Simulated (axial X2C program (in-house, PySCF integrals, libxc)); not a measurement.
## Run report: TaO, relativistic diatomic calculation

- system: TaO, single determinant with M_S = 3/2 and |Λ| = 0.
- method: HF, spin-free X2C-1e, Ta dyall-v3z, O dyall-v3z (cores contracted) (axial X2C program (in-house, PySCF integrals, libxc))

**The input**
```
{"zs": [73, 8], "q": 0, "bas": ["dyall-v3z", "dyall-v3z"], "levels": ["PBE0", "HF", "M06", "BP86"], "cc": false, "r0": 1.83, "npts": 10, "nst": 2, "ntry": 6, "opt": {"auxb": 4.0}}
```

The line is the task of a batch: nuclear charges, charge, bases, the levels to run, a first guess of the distance and further settings. This report covers HF without spin-orbit coupling. The log is that of the reference distance 1.722 Å.

Hardware: 1 thread of Arm Neoverse N1, 98 GiB of memory available, shared host.

Launched within a batch (the task file carries these settings):
```bash
python <driver script> task.json out
```

**Log**
```
spin-free X2C-1e  HF
basis functions 205  fitting functions 622  grid points 5075
iter        total energy     max residual
   1     -15674.220231601     6.19e-01
   2     -15674.271525480     1.95e-02
   3     -15674.271983780     2.55e-02
   4     -15674.276142636     6.88e-03
   5     -15674.276596225     2.60e-03
   6     -15674.276723013     2.20e-03
   7     -15674.276882939     1.70e-03
   8     -15674.277019512     9.32e-04
   9     -15674.277070406     4.15e-04
  10     -15674.277080728     2.70e-04
  11     -15674.277084594     1.28e-04
  12     -15674.277086359     4.99e-05
  13     -15674.277086569     3.03e-05
  14     -15674.277086608     7.50e-06
  15     -15674.277086615     3.70e-06
  16     -15674.277086616     1.45e-06
converged
one-electron -21881.21568320  Coulomb 6349.44396225  exact exchange -321.97080770  xc functional 0.00000000  nuclear repulsion 179.46544203
```

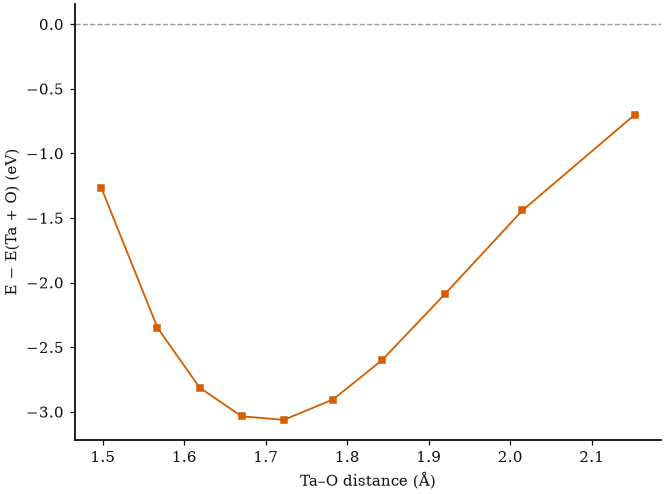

*Energy at 10 bond lengths, for one set of occupations held fixed; the line joins the points.*

A polynomial of degree 6 through 9 points gives rₑ = 1.704 Å, ωₑ = 1073 cm⁻¹, ωₑxₑ = 4.1 cm⁻¹ and Bₑ = 0.3950 cm⁻¹. The minimum lies 3.07 eV below Ta + O, each computed as one determinant at the same level.

**Outcome**

- outcome: converged
- bond length rₑ: 1.704 Å
- ωₑ: 1073 cm⁻¹
- energy at the minimum: −15674.27744 hartree
- depth below the fragments: 3.07 eV
- largest ⟨S²⟩ along the curve: 5.09
- wall time: 6.2 s

**What is odd here**

The input is odd on purpose: sparse fitting set (auxb = 4.0). The program ran to the end. Its numbers are those of the input as typed; this run alone doesn't show how far the oddity moves them. Hartree–Fock lacks correlation, so it usually binds too weakly. ⟨S²⟩ reaches 5.09 where a pure state of this multiplicity has 3.75, so the determinant is spin-contaminated.
